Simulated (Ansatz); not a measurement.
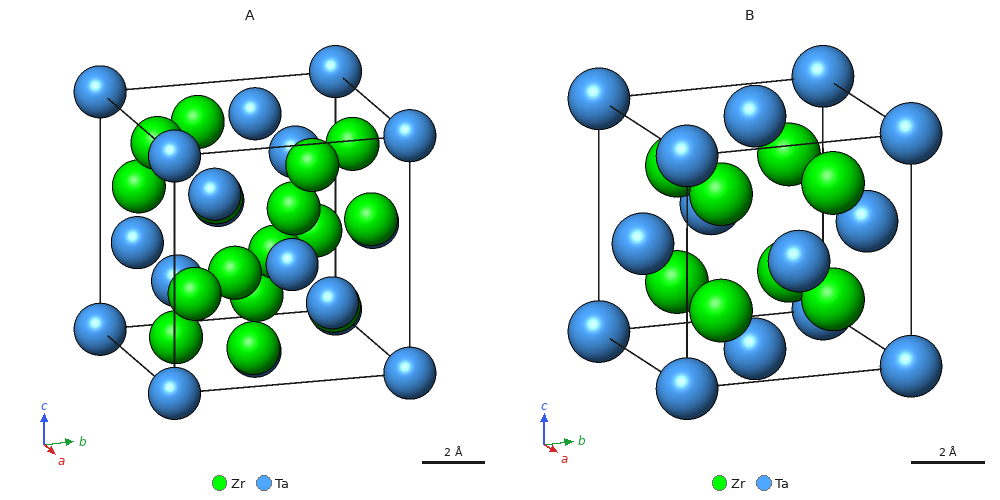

Two structures of Zr2Ta, each relaxed to rest (conventional cells in solid outline, small ones repeated, not to one scale). Method: DFT PBE, scalar-relativistic, plane waves, PAW in Ansatz 0.2.0, without spin polarisation.

### Name structures A and B.

A: cubic Laves phase (C15, MgCu₂ type), Fd-3m. B: antifluorite, Fm-3m.

### Which structure wins energetically, and by what margin?

A is lower, by 206 meV/atom at this level of theory (energies at zero smearing). Volumes: A 21.3, B 24.1 Å³/atom.

One or both may be structure types tried for this composition rather than known phases.
